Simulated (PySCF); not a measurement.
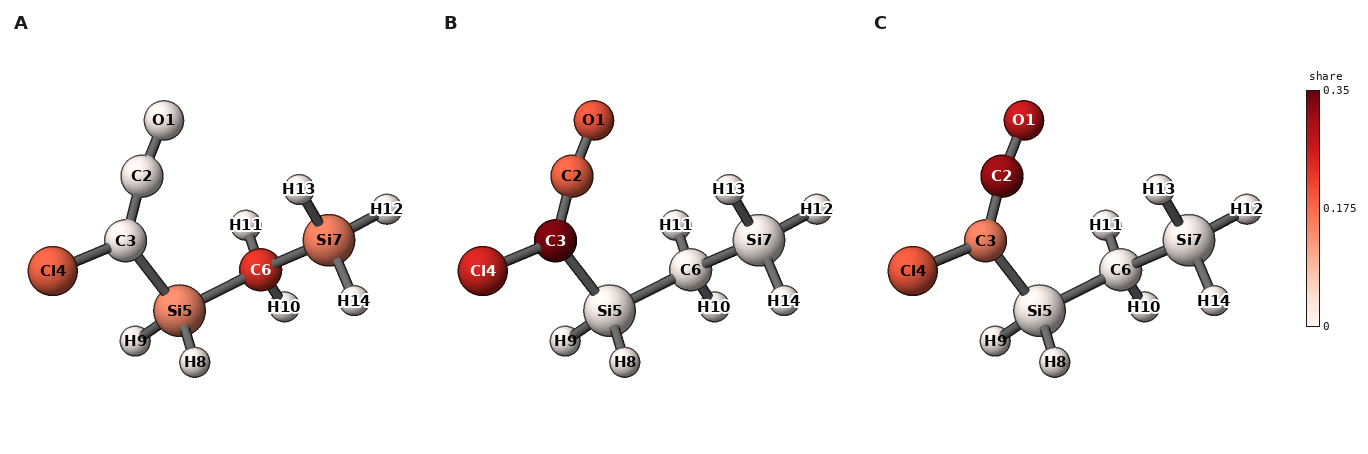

Each panel colours the atoms by their Löwdin share in one orbital (up to four of the largest shares; other atoms are shown as zero). The computed structure is the end point of a GFN2-xTB optimisation. No frequency run is at hand to confirm it as a minimum. Level of theory: CAM-B3LYP/def2-SVPD (PySCF 2.14.0).

> The panels show the HOMO−2, HOMO, LUMO, in some order. Which is which?

A: HOMO−2, −10.51 eV; C6 0.22, Cl4 0.18, Si7 0.14, Si5 0.13
B: HOMO, −8.36 eV; C3 0.33, Cl4 0.24, O1 0.19, C2 0.18
C: LUMO, −1.00 eV; C2 0.30, O1 0.26, Cl4 0.19, C3 0.15

The geometry is semi-empirical. Around Si such bond lengths and angles can be off by a tenth of an ångström or more and by several degrees, and values that hang on the shape move with them.
